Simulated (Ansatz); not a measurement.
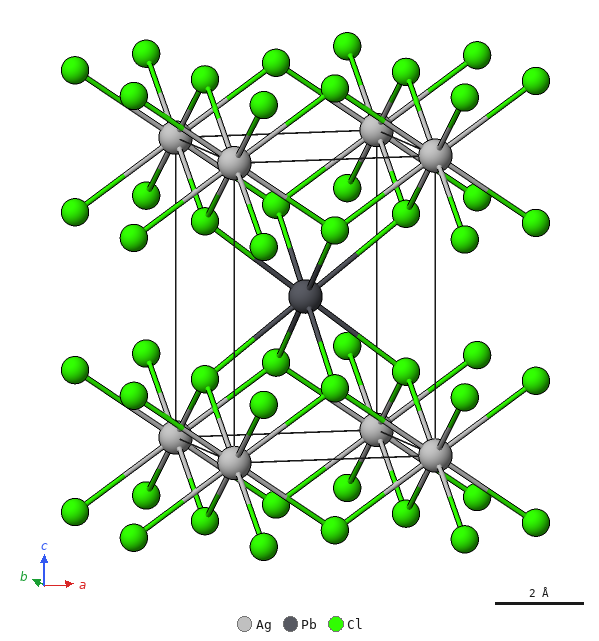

A ball-and-stick rendering, viewed slightly off an axis. Atoms at the boundary of the simulation cell (the box) are drawn once for each face, edge or corner they touch. Some neighbours outside the box are added.

```xyz
6
Lattice="4.7833 0.0000 0.0000 0.0000 4.7833 0.0000 0.0000 0.0000 6.9036" Properties=species:S:1:pos:R:3 pbc="T T T"
Ag    4.7833    0.0000    0.0000
Pb    2.3917    2.3917    3.4518
Cl    2.3917    0.0000    1.6341
Cl    4.7833    2.3917    5.2694
Cl    2.3917    0.0000    5.2694
Cl    0.0000    2.3917    1.6341
```

Calculation details: DFT PBE, scalar-relativistic, plane waves, PAW in Ansatz; plane-wave cutoff 420 eV, an 8×8×6 k-point grid, Gaussian smearing of 0.1 eV, no spin polarisation.

How charged are the atoms, by the Bader scheme?

Ag +0.75 e; Pb +1.32 e; Cl -0.52 e.

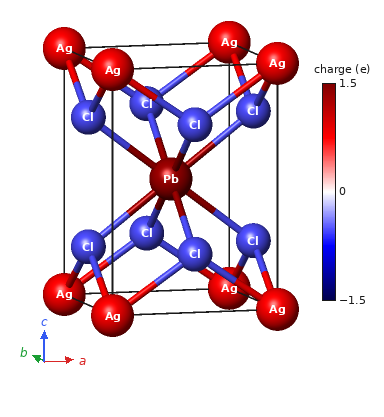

The atoms coloured by those charges.

The initial geometry was a structure type filled with these elements by a generator (whether the compound takes this form wasn't checked). Earlier steps of the study may have refined or changed the cell and positions. A calculation with Ansatz used it as input.
